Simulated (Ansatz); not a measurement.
# B2PLYP/def2-SVP run of C3H4F2 (cis-1,2-difluorocyclopropane)

Aim: the vertical ionisation energy of C3H4F2 (cis-1,2-difluorocyclopropane) at B2PLYP/def2-SVP, from 2 runs. 

Program for the calculation: Ansatz 0.2.0.

50 further runs of the same task are left out: 50 set aside as unsound or not needed. Runs told in other sessions of the task aren't counted.

## Step 1: The structure to begin with

C3H4F2: 9 atoms, total charge 0, spin state singlet. As SMILES, `FC1CC1F`. Geometry: relaxed at PBE0-D4/def2-TZVP.

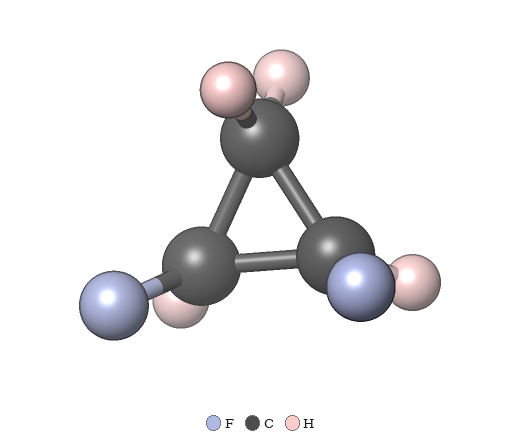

Viewed from a chosen angle; fluorine light blue, carbon dark grey, hydrogen pink.

## Step 2: The energy at B2PLYP/def2-SVP

input.yaml reads:

```yaml
crystal:
  periodic: [false, false, false]
  atoms:
    - {symbol: F, position_ang: [-0.169600, 1.608000, -1.012600]}
    - {symbol: C, position_ang: [0.216800, 0.825500, 0.025400]}
    - {symbol: C, position_ang: [0.580500, -0.591100, -0.284000]}
    - {symbol: C, position_ang: [-0.696000, -0.279700, 0.428900]}
    - {symbol: F, position_ang: [-1.848900, -0.425100, -0.270300]}
    - {symbol: H, position_ang: [0.755400, 1.385300, 0.781900]}
    - {symbol: H, position_ang: [1.394400, -1.070200, 0.245000]}
    - {symbol: H, position_ang: [0.461700, -0.872500, -1.323800]}
    - {symbol: H, position_ang: [-0.820200, -0.522400, 1.478400]}
basis:
  gaussian:
    orbitals: def2-SVP
hamiltonian:
  xc: {name: B2PLYP}
correlation:
  frozen_orbitals: {C: 1, F: 1, H: 0}
accuracy: high
output:
  orbitals: {seedname: orbitals}
```

Run with:

```console
ansatz run input.yaml --threads 1 --pin off --max-ram 2610MiB --events-out events.jsonl --progress --plain --runs-dir runs
```

The log of the run:

```text
Warning: RAYON_NUM_THREADS=1 ignored (pool sized by the plan → 1); use --threads N
Functional definition: B2PLYP
  name "B2PLYP"
  parameter a = 0.53
  parameter c = 0.27
  exchange = (1 - a)*b88_x + a*exact_x
  correlation = (1 - c)*lyp_c + c*(mp2_os + mp2_ss)
2132 factors; integrals over basis functions are off by at most 3.5e-9 eV
mean field evaluation 1: about -8584.6168 eV, gradient 3.2e1 eV
mean field evaluation 2: about -8585.1426 eV, gradient 3.2e1 eV
mean field evaluation 4: about -8587.3137 eV, gradient 2.6e0 eV
mean field evaluation 8: about -8587.3348 eV, gradient 2.3e-1 eV
mean field evaluation 16: about -8587.3349 eV, gradient 1.3e-5 eV
mean field -8587.33494810 eV, -315.5787386381 hartree, gradient 7.1e-8 eV, S^2 0.000000; 0 other end points of the search recorded, 0 dependent functions left out
5 core orbitals not correlated: weight in the atoms' cores, before any rotation towards them, 1.000 or more for the frozen orbitals, at most 0.000 for the correlated occupied ones
reference -8587.33496906 eV, -315.5787394082 hartree; 15, 15 occupied and 70, 70 virtual orbitals, 2132 factors
second order -25.16825080 eV of doubles, -0.00000000 eV of singles
Total energy: -8594.13039677 eV, -315.8284667706 hartree
```

Wall time 11 s (1 thread of Arm Neoverse V2, shared host); peak memory 0.3 GiB.

## Step 3: The doublet cation

job.yaml reads:

```yaml
basis:
  gaussian: {orbitals: def2-SVP}
crystal:
  periodic: [false, false, false]
  atoms:
    - {symbol: F, position_ang: [-0.169600, 1.608000, -1.012600]}
    - {symbol: C, position_ang: [0.216800, 0.825500, 0.025400]}
    - {symbol: C, position_ang: [0.580500, -0.591100, -0.284000]}
    - {symbol: C, position_ang: [-0.696000, -0.279700, 0.428900]}
    - {symbol: F, position_ang: [-1.848900, -0.425100, -0.270300]}
    - {symbol: H, position_ang: [0.755400, 1.385300, 0.781900]}
    - {symbol: H, position_ang: [1.394400, -1.070200, 0.245000]}
    - {symbol: H, position_ang: [0.461700, -0.872500, -1.323800]}
    - {symbol: H, position_ang: [-0.820200, -0.522400, 1.478400]}
total_charge: 1
magnetization: {spin_polarized: true, initial_magnetization: 1}
hamiltonian: {xc: {name: B2PLYP}}
correlation: {frozen_orbitals: {C: 1, F: 1, H: 0}}
accuracy: high
output: {orbitals: {seedname: orbitals}}
```

Run with:

```console
ansatz run job.yaml --threads 1 --pin off --max-ram 2610MiB --events-out events.jsonl --progress --plain --runs-dir runs
```

The log of the run (excerpt; [...] marks lines left out):

```text
Warning: RAYON_NUM_THREADS=1 ignored (pool sized by the plan → 1); use --threads N
[... 2 set-up lines as earlier in the session ...]
[...]
2130 factors; integrals over basis functions are off by at most 3.5e-9 eV
[...]
mean field -8576.62728969 eV, -315.1852394494 hartree, gradient 4.1e-8 eV, S^2 0.758511; 2 other end points of the search recorded, 0 dependent functions left out
5 core orbitals not correlated: weight in the atoms' cores, before any rotation towards them, 1.000 or more for the frozen orbitals, at most 0.000 for the correlated occupied ones
reference -8576.62731065 eV, -315.1852402195 hartree; 15, 14 occupied and 70, 71 virtual orbitals, 2130 factors
second order -25.40089886 eV of doubles, -0.00000000 eV of singles
Total energy: -8583.48555334 eV, -315.4372759897 hartree
```

Wall time 27 s (1 thread of Arm Neoverse V2, shared host); peak memory 0.42 GiB.

## Step 4: Results

Level: B2PLYP/def2-SVP, 5 core orbitals frozen.

| quantity | value |
| --- | --- |
| singlet C3H4F2: total energy | -315.82847 Eh |
| singlet C3H4F2: HOMO energy (SCF part's orbitals) | -9.58 eV |
| singlet C3H4F2: LUMO energy (SCF part's orbitals) | 2.66 eV |
| singlet C3H4F2: HOMO–LUMO gap (SCF part's orbitals) | 12.24 eV |
| doublet cation: total energy | -315.43728 Eh |
| doublet cation: HOMO energy (SCF part's orbitals) (highest over α and β) | -17.24 eV |
| doublet cation: LUMO energy (SCF part's orbitals) (lowest over α and β) | -11.84 eV |
| doublet cation: ⟨S²⟩ | 0.759 |
| vertical ionisation energy (to the doublet cation) | 10.645 eV |

What this shows: Removing an electron at fixed nuclei costs 10.64 eV (1027 kJ/mol). The negative HOMO energy of the first species, 9.58 eV, lies 1.07 eV below that difference.
